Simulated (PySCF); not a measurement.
**C$_{4}$H$_{8}$F$_{2}$Si: density, localisation and related maps**

Input file:

```
{"job": {"kind": "uv", "xc": "CAM-B3LYP", "basis": "def2-SVPD", "ip": true, "dynamic": true}, "charge": 0, "multiplicity": 1}
F     -1.219107    -1.819325     0.677677
C     -0.646140    -0.568898     0.721691
C     -1.600417     0.501610     0.199965
Si    -0.454733     1.924668    -0.316535
C      1.155049     0.878978    -0.143493
F      1.727269     1.168413     1.093796
C      0.628017    -0.544610    -0.118032
H     -0.384202    -0.362041     1.774258
H     -2.382345     0.763334     0.926800
H     -2.101827     0.100955    -0.696958
H     -0.713196     2.388960    -1.712943
H     -0.448240     3.092928     0.609095
H      1.926615     1.020739    -0.916537
H      1.384490    -1.247741     0.264236
H      0.369676    -0.856289    -1.145936
```

Command:

```sh
OMP_NUM_THREADS=1 python probes_run.py task.json out
```

Geometry: PBE0-D3(BJ)/def2-SVP.

These are results of PySCF, CAM-B3LYP/def2-SVPD, SCF density, gas phase, not measurements.

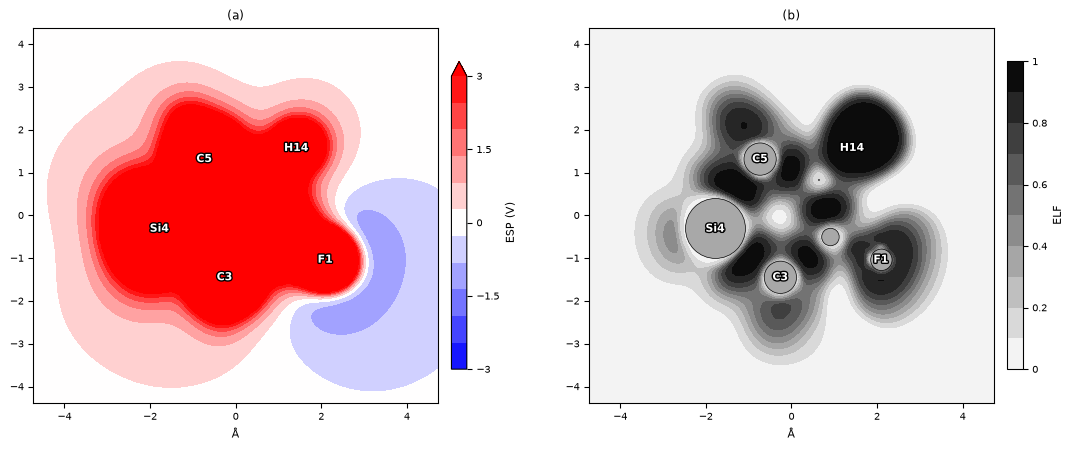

Figure 1. (a) electrostatic potential; (b) ELF on the plane of atoms C3, Si4 and C5. Grey discs cover the atomic cores in the ELF map.

Q: Read the bonding off the picture.

A: Atoms in the plane: F, C, Si and H. C–Si (1.90 Å): the ELF peaks at about 0.95 between the atoms; a covalent bond. The ELF also peaks beside F1, away from the bonds: lone-pair regions. Outside the dense part of the molecule the potential is most negative (−1.2 V) near F1.

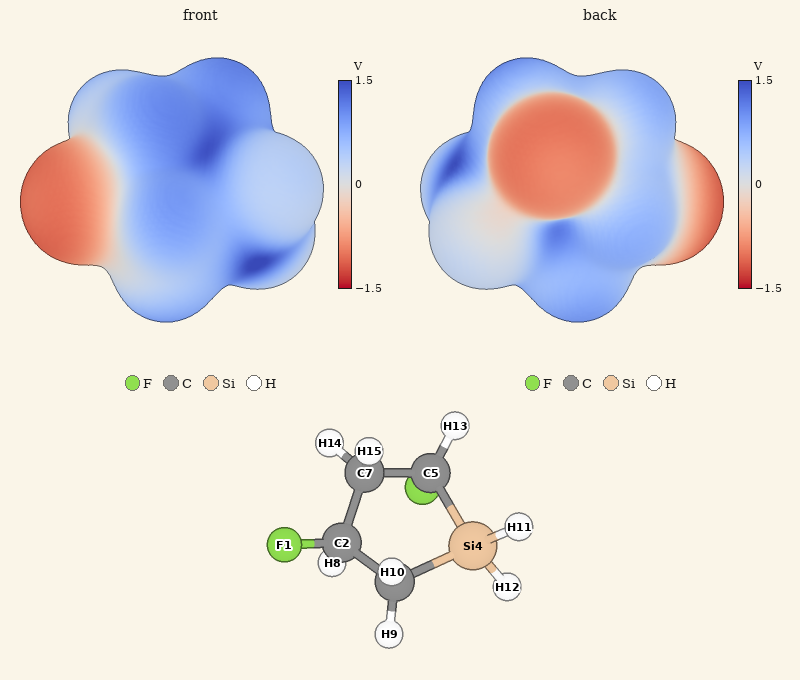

Figure 2. The electrostatic potential painted on the density surface at 0.002 e/bohr³, seen from the front and from behind; the colour scale runs from red (negative) to blue (positive). The bare structure is drawn below in the same view.

Q: Describe the electrostatic potential map.

A: The most negative region (about −1.1 V) lies over F1, the most positive (about +1.5 V) over Si4.

Q: How polar is the molecule by this calculation?

A: Its dipole moment is 1.90 D.
